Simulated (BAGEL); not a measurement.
# FCI/STO-3G (density fitting with qzvpp-jkfit) run of SiHCl2 (SMILES Cl[SiH]Cl)

Aim: the vertical doublet–quartet gap of SiHCl2 at FCI/STO-3G (density fitting with qzvpp-jkfit), from 2 runs. 

The results are computed with BAGEL 1.2.2.

6 further runs of the same task are left out: 4 that didn't finish, 2 set aside as unsound or not needed. Runs told in other sessions of the task aren't counted.

## Step 1: Starting point

SiHCl2 has 4 atoms, charge 0, and is taken as a doublet. SMILES: `Cl[SiH]Cl`. The coordinates come from a PBE0-D4/def2-TZVP relaxation.

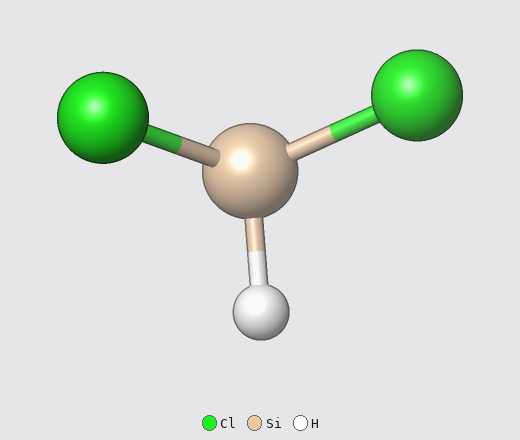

Viewed from a chosen angle; chlorine green, silicon light orange, hydrogen white.

## Step 2: The energy at FCI/STO-3G (density fitting with qzvpp-jkfit)

The input, job.json:

```json
{ "bagel": [

{
  "title": "molecule",
  "basis": "sto-3g",
  "df_basis": "qzvpp-jkfit",
  "angstrom": "true",
  "geometry": [
    { "atom": "Cl", "xyz": [      -1.646600,       0.177800,       0.889400 ] },
    { "atom": "Si", "xyz": [       0.187600,      -0.414200,       0.200000 ] },
    { "atom": "Cl", "xyz": [       0.250900,      -0.281300,      -1.841700 ] },
    { "atom": "H", "xyz": [       1.208200,       0.517700,       0.752400 ] }
  ]
},

{
  "title": "hf",
  "charge": 1
},

{
  "title": "fci",
  "nstate": 1,
  "charge": 0,
  "ncore": 15,
  "nspin": 1
}

]}
```

On the command line:

```console
$ BAGEL_NUM_THREADS=1 BAGEL job.json > job.out
```

Standard output:

```text
* using 1 threads per process

  ===============================================================
  ===============================================================

  *** Geometry ***

  { "atom" : "Cl", "xyz" : [     -3.111623,      0.335993,      1.680722 ] },
  { "atom" : "Si", "xyz" : [      0.354513,     -0.782725,      0.377945 ] },
  { "atom" : "Cl", "xyz" : [      0.474132,     -0.531580,     -3.480309 ] },
  { "atom" : "H", "xyz" : [      2.283167,      0.978311,      1.421830 ] },

  Number of auxiliary basis functions:      402

  Since a DF basis is specified, we compute 2- and 3-index integrals:
    o Being stored without compression. Storage requirement is 0.003 GB

  Number of basis functions:       28
  Number of electrons      :       49

    * METHOD: MOLECULE                             0.10

  *** RHF ***

  === Nuclear Repulsion ===
   179.8372231575

      * DIIS with orbital gradients will be used.

  === RHF iteration (sto-3g) ===
      0      -1194.96106705          0.01895310           0.01
      1      -1195.10281067          0.00770608           0.01
      2      -1195.12232761          0.00096416           0.01
      3      -1195.12308253          0.00027634           0.01
      4      -1195.12315004          0.00009420           0.01
      5      -1195.12315935          0.00001663           0.01
      6      -1195.12315966          0.00000549           0.01
      7      -1195.12315971          0.00000140           0.01
      8      -1195.12315971          0.00000020           0.01
      9      -1195.12315971          0.00000006           0.01
     10      -1195.12315971          0.00000002           0.01
     11      -1195.12315971          0.00000001           0.01
    * SCF iteration converged.

    * Permanent dipole moment:
           (   -1.514467,     0.877177,    -1.199763) a.u.

    * METHOD: HF                                   0.22

  ---------------------------
        FCI calculation
  ---------------------------

  Performs exactly the same way as Knowles & Handy 1984 CPL

  o alpha-beta strings
      length:          1001
  o size of the space
      determinant space:  204490
      spin-adapted space: 104104

  o single displacement lists (alpha)
      length:         11440
  o single displacement lists (beta)
      length:         32175

     guess   0:   closed 111111111....        open .........1...

  === FCI iteration ===

      0  0     -1195.37714160     6.88e-04      0.35
      1  0     -1195.44123668     3.37e-04      0.34
      2  0     -1195.45372598     1.43e-04      0.34
      3  0     -1195.45545683     5.92e-05      0.34
      4  0     -1195.45570927     2.58e-05      0.35
      5  0     -1195.45575703     1.07e-05      0.35
      6  0     -1195.45576523     4.45e-06      0.34
      7  0     -1195.45576656     1.92e-06      0.35
      8  0     -1195.45576681     7.94e-07      0.35
      9  0     -1195.45576685     3.56e-07      0.35
     10  0     -1195.45576686     1.61e-07      0.35
     11  0     -1195.45576686     6.84e-08      0.35
     12  0     -1195.45576686     2.89e-08      0.35
     13  0     -1195.45576686     1.28e-08      0.35
     14  0     -1195.45576686     5.21e-09      0.35
     15  0     -1195.45576686     2.01e-09      0.35
     16  0     -1195.45576686     8.47e-10      0.35
     17  0     -1195.45576686     3.60e-10      0.35
     18  0     -1195.45576686     1.56e-10      0.35
     19  0 *   -1195.45576686     7.00e-11      0.33

     * ci vector, state   0, <S^2> = 0.7500
       222222222a...    -0.9612067687
       22222a2222...    -0.0990791591
       22a2222222...     0.0918670746
       2222a2222a.b.     0.0511510570

    * METHOD: FCI                                  7.06

  ===============================================================
```

Wall time 7.5 s (1 thread of Arm Neoverse V1, shared host); peak memory 0.39 GiB.

## Step 3: The quartet

The input, calc.json:

```json
{ "bagel": [

{
  "title": "molecule",
  "basis": "sto-3g",
  "df_basis": "qzvpp-jkfit",
  "angstrom": "true",
  "geometry": [
    { "atom": "Cl", "xyz": [      -1.646600,       0.177800,       0.889400 ] },
    { "atom": "Si", "xyz": [       0.187600,      -0.414200,       0.200000 ] },
    { "atom": "Cl", "xyz": [       0.250900,      -0.281300,      -1.841700 ] },
    { "atom": "H", "xyz": [       1.208200,       0.517700,       0.752400 ] }
  ]
},

{
  "title": "hf",
  "charge": 1
},

{
  "title": "fci",
  "nstate": 1,
  "ncore": 15,
  "nspin": 3
}

]}
```

On the command line:

```console
$ BAGEL_NUM_THREADS=1 BAGEL calc.json > calc.out
```

Standard output:

```text
* using 1 threads per process

  ===============================================================
  ===============================================================

  *** Geometry ***

  { "atom" : "Cl", "xyz" : [     -3.111623,      0.335993,      1.680722 ] },
  { "atom" : "Si", "xyz" : [      0.354513,     -0.782725,      0.377945 ] },
  { "atom" : "Cl", "xyz" : [      0.474132,     -0.531580,     -3.480309 ] },
  { "atom" : "H", "xyz" : [      2.283167,      0.978311,      1.421830 ] },

  Number of auxiliary basis functions:      402

  Since a DF basis is specified, we compute 2- and 3-index integrals:
    o Being stored without compression. Storage requirement is 0.003 GB

  Number of basis functions:       28
  Number of electrons      :       49

    * METHOD: MOLECULE                             0.10

  *** RHF ***

  === Nuclear Repulsion ===
   179.8372231575

      * DIIS with orbital gradients will be used.

  === RHF iteration (sto-3g) ===
      0      -1194.96106705          0.01895310           0.01
      1      -1195.10281067          0.00770608           0.01
      2      -1195.12232761          0.00096416           0.01
      3      -1195.12308253          0.00027634           0.01
      4      -1195.12315004          0.00009420           0.01
      5      -1195.12315935          0.00001663           0.01
      6      -1195.12315966          0.00000549           0.01
      7      -1195.12315971          0.00000140           0.01
      8      -1195.12315971          0.00000020           0.01
      9      -1195.12315971          0.00000006           0.01
     10      -1195.12315971          0.00000002           0.01
     11      -1195.12315971          0.00000001           0.01
    * SCF iteration converged.

    * Permanent dipole moment:
           (   -1.514467,     0.877177,    -1.199763) a.u.

    * METHOD: HF                                   0.22

  ---------------------------
        FCI calculation
  ---------------------------

  Performs exactly the same way as Knowles & Handy 1984 CPL

  o alpha-beta strings
      length:          1365
  o size of the space
      determinant space:  100386
      spin-adapted space: 78078

  o single displacement lists (alpha)
      length:          2574
  o single displacement lists (beta)
      length:         61776

     guess   0:   closed 11111111.....        open ........111..

  === FCI iteration ===

      0  0     -1194.94056082     1.23e-03      0.16
      1  0     -1195.06058320     6.91e-04      0.15
      2  0     -1195.09152861     3.65e-04      0.16
      3  0     -1195.09849097     1.81e-04      0.16
      4  0     -1195.10024195     9.61e-05      0.16
      5  0     -1195.10077333     5.76e-05      0.16
      6  0     -1195.10101085     4.38e-05      0.16
      7  0     -1195.10115869     3.92e-05      0.16
      8  0     -1195.10128759     4.05e-05      0.16
      9  0     -1195.10149468     5.94e-05      0.16
     10  0     -1195.10188194     7.95e-05      0.16
     11  0     -1195.10228564     6.37e-05      0.16
     12  0     -1195.10246619     3.68e-05      0.16
     13  0     -1195.10251784     1.85e-05      0.16
     14  0     -1195.10253189     9.84e-06      0.16
     15  0     -1195.10253673     6.38e-06      0.16
     16  0     -1195.10253912     5.10e-06      0.16
     17  0     -1195.10254075     4.03e-06      0.16
     18  0     -1195.10254162     2.75e-06      0.16
     19  0     -1195.10254196     1.54e-06      0.16
    ** throwing out 1 trial vectors **
     20  0     -1195.10254206     8.02e-07      0.16
    ** throwing out 1 trial vectors **
     21  0     -1195.10254209     4.40e-07      0.16
    ** throwing out 1 trial vectors **
     22  0     -1195.10254210     2.50e-07      0.16
    ** throwing out 1 trial vectors **
     23  0     -1195.10254210     1.44e-07      0.16
    ** throwing out 1 trial vectors **
     24  0     -1195.10254210     8.33e-08      0.16
    ** throwing out 1 trial vectors **
     25  0     -1195.10254210     5.12e-08      0.16
    ** throwing out 1 trial vectors **
     26  0     -1195.10254210     4.02e-08      0.16
    ** throwing out 1 trial vectors **
     27  0     -1195.10254210     4.36e-08      0.16
    ** throwing out 1 trial vectors **
     28  0     -1195.10254210     5.98e-08      0.16
    ** throwing out 1 trial vectors **
     29  0     -1195.10254210     7.47e-08      0.16
    ** throwing out 1 trial vectors **
     30  0     -1195.10254210     6.54e-08      0.16
    ** throwing out 1 trial vectors **
     31  0     -1195.10254210     4.44e-08      0.16
    ** throwing out 1 trial vectors **
     32  0     -1195.10254210     3.22e-08      0.16
    ** throwing out 1 trial vectors **
     33  0     -1195.10254210     3.28e-08      0.16
    ** throwing out 1 trial vectors **
     34  0     -1195.10254210     4.00e-08      0.16
    ** throwing out 1 trial vectors **
     35  0     -1195.10254210     4.22e-08      0.16
    ** throwing out 1 trial vectors **
     36  0     -1195.10254210     3.26e-08      0.16
    ** throwing out 1 trial vectors **
     37  0     -1195.10254210     1.95e-08      0.16
    ** throwing out 1 trial vectors **
     38  0     -1195.10254210     1.07e-08      0.16
    ** throwing out 1 trial vectors **
     39  0     -1195.10254210     5.48e-09      0.16
    ** throwing out 1 trial vectors **
     40  0     -1195.10254210     2.73e-09      0.16
    ** throwing out 1 trial vectors **
     41  0     -1195.10254210     1.45e-09      0.16
    ** throwing out 1 trial vectors **
     42  0     -1195.10254210     8.21e-10      0.16
    ** throwing out 1 trial vectors **
     43  0     -1195.10254210     5.07e-10      0.16
    ** throwing out 1 trial vectors **
     44  0     -1195.10254210     3.25e-10      0.16
    ** throwing out 1 trial vectors **
     45  0     -1195.10254210     2.21e-10      0.16
    ** throwing out 1 trial vectors **
     46  0     -1195.10254210     1.61e-10      0.17
    ** throwing out 1 trial vectors **
     47  0     -1195.10254210     1.13e-10      0.17
    ** throwing out 1 trial vectors **
     48  0 *   -1195.10254210     6.88e-11      0.16

     * ci vector, state   0, <S^2> = 3.7500
       22222222aaa..     0.7266755210
       2222222a2aa..     0.4486344862
       222222a22a.a.     0.2553654265
       22222a222a.a.     0.1792295850
       222a22222a.a.     0.1328067298
       22222a22a2a..    -0.1189261985
       22222a2a22a..    -0.1102592173
       2222a222aaab.     0.0953893812
       222a2222a2a..     0.0882484065
       22a22222a2a..     0.0795171405
       2222b222aaaa.    -0.0764413190
       222a2222aa2..    -0.0677261816
       2222a22a2aab.     0.0610492811
       222a2a2222.a.     0.0525750746
       222222a2aa2..     0.0523902485
       22222aa222.a.    -0.0521573936

    * METHOD: FCI                                  7.90

  ===============================================================
```

Run time: 8.4 s. Hardware: 1 thread of Arm Neoverse V1, shared host; peak memory 0.22 GiB.

## Step 4: Outcome

Level: FCI/STO-3G (density fitting with qzvpp-jkfit), 15 core orbitals frozen.

```
                                        quantity           value
                           doublet: total energy  -1195.45577 Eh
                           quartet: total energy  -1195.10254 Eh
vertical energy of the quartet above the doublet        9.612 eV
```

What this shows: At this shape the quartet lies 9.61 eV (927 kJ/mol) above the doublet. In a minimal basis such a difference can be off by several eV, whatever the method.
